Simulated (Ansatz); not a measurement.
## Electronic structure of AlBrClH···HF in real space

The calculation's input:

```
crystal:
  periodic: [false, false, false]
  atoms:
    - { symbol: Al, position_ang: [0.0, 0.0, 0.0] }
    - { symbol: F, position_ang: [0.0, 0.0, 2.04] }
    - { symbol: H, position_ang: [1.351, 0.0, -0.78] }
    - { symbol: Cl, position_ang: [-1.9312, 0.0, -1.115] }
    - { symbol: Br, position_ang: [-0.3471, -2.5482, 0.8545] }
    - { symbol: H, position_ang: [-0.1605, -1.1783, 1.9844] }
basis:
  gaussian: { orbitals: def2-SVP }
hamiltonian:
  xc: hf
relax:
  f_tol: 0.15
  max_steps: 25
  restrain:
    - { distance: [0, 4], at: 2.41, k: 30.0 }
    - { distance: [5, 1], at: 0.92, k: 30.0 }
    - { distance: [0, 1], at: 2.89, k: 30.0 }
    - { distance: [5, 4], at: 2.75, k: 30.0 }
output:
  orbitals: {}
```

Run with:

```sh
ansatz run input.yaml --threads 1 --pin off --max-ram 2048MiB --backend cpu --events-out ev --progress --plain --runs-dir out
```

The fields are those of the run's last geometry, not of the input's.

Not at a stationary point (largest force 1.2 eV/Å).

Computed with Ansatz, RHF/def2-SVP.

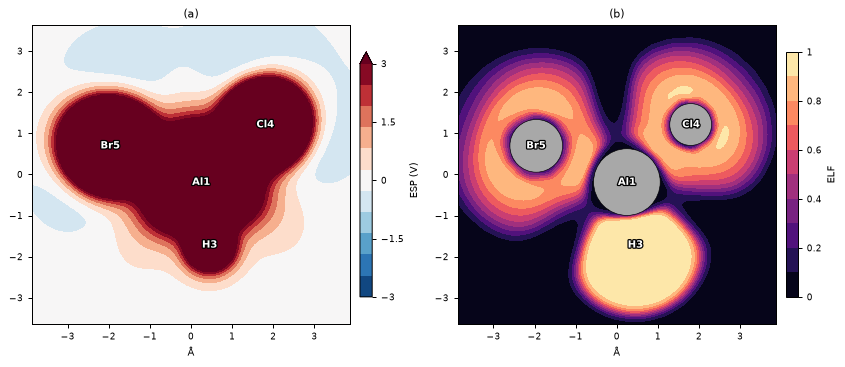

Figure 1. (a) molecular electrostatic potential; (b) electron localisation function on the plane of atoms Cl4, Al1 and Br5. Grey discs cover the atomic cores in the ELF map.

**What do the fields say about this system?**

Atoms in the plane: Al, H, Cl and Br.
Al–Cl (2.09 Å): the ELF peaks at about 0.90 in the valence shell of Cl, 0.9 Å from its nucleus, and is about 0.85 at the midpoint.
Al–Br (2.37 Å): the ELF peaks at about 0.90 in the valence shell of Br, 1.2 Å from its nucleus, and is about 0.90 at the midpoint.
Al–H (1.55 Å): the ELF climbs to about 1 towards the hydrogen.
The ELF also peaks beside Br5 and Cl4, away from the bonds: lone-pair regions.
Outside the dense part of the complex the potential is most negative (−0.6 V) near Cl4.

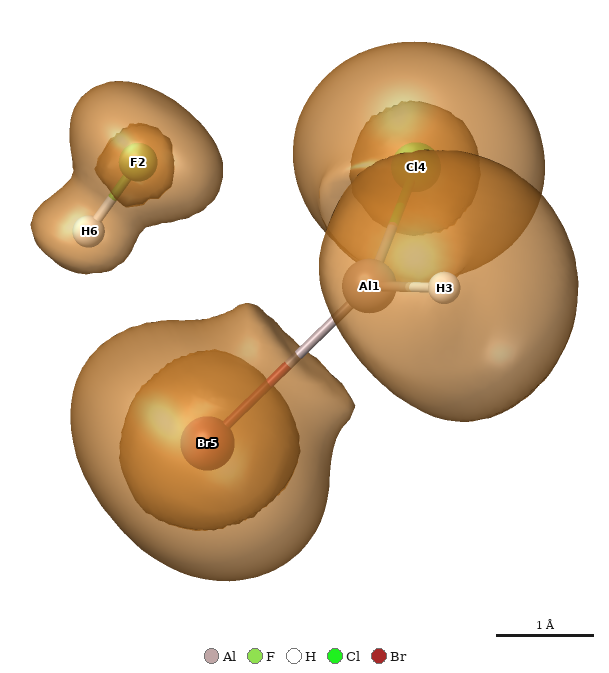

Figure 2. Isosurface of the electron localisation function at 0.75 (orange), seen at a tilt. Only the valence region is drawn (cores and ρ < 0.01 e/Å³ removed).

**Where are the electrons localised?**

The surface consists of one region around a hydrogen nucleus, one region on Br in which the atom's valence shell and bonds are merged, one region on Cl in which the atom's valence shell and bonds are merged and one joined region spread over several atoms (F, H), in which their bonds and any lone pairs are merged. Profiles from the grid: Al1···F2 (2.88 Å): the ELF is about 0.05 at the midpoint.

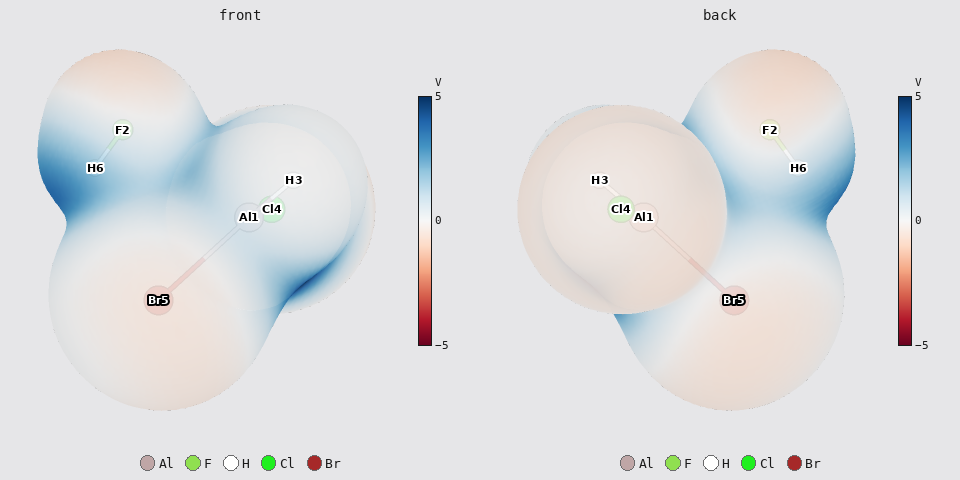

Figure 3. The molecular electrostatic potential painted on the density surface at 0.002 e/bohr³, seen from the front and from behind; the colour scale runs from red (negative) to blue (positive).

**Describe the electrostatic potential map.**

The most negative region (about −0.7 V) lies over F2, the most positive (about +4.6 V) over Al1.

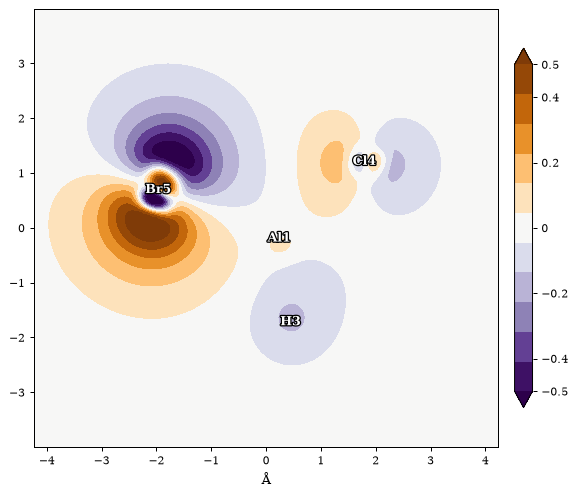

Figure 4. The HOMO on the plane of atoms Cl4, Al1 and Br5 (values in Å⁻³ᐟ²; the overall sign is arbitrary).

**Describe this orbital and give its energy.**

It lies mainly on Br5 (about 90 %); largely a lone pair of Br5. Its energy is −11.53 eV.
